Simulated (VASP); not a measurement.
Band structure of WSe (relaxed from the NiAs type structure, space group P6_3/mmc). All values below come from PBEsol GGA, VASP's PBE PAW potentials (set 64) (plane waves; VASP).

Unless said otherwise, spin-orbit coupling is left out, though it shifts the bands of the heavy elements here.

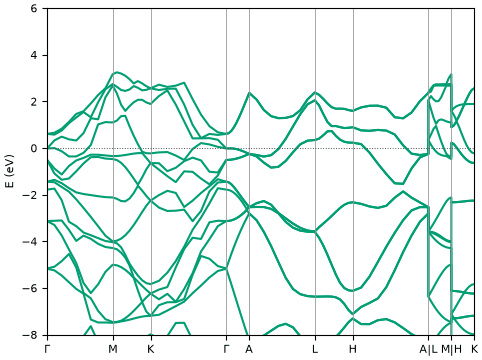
Figure: Bands along high-symmetry lines, zero at the valence-band maximum or, without a gap, the Fermi level

Problem. Read the plot: is there a gap, and where are the band edges?

Solution. It has no gap at this level: it comes out as a metal or semimetal. (Edges off the drawn lines would not show.)

The structure was generated: WSe was put into the NiAs type type (P6_3/mmc), which need not be its known phase. It was relaxed first, which changed the volume by -42 %.
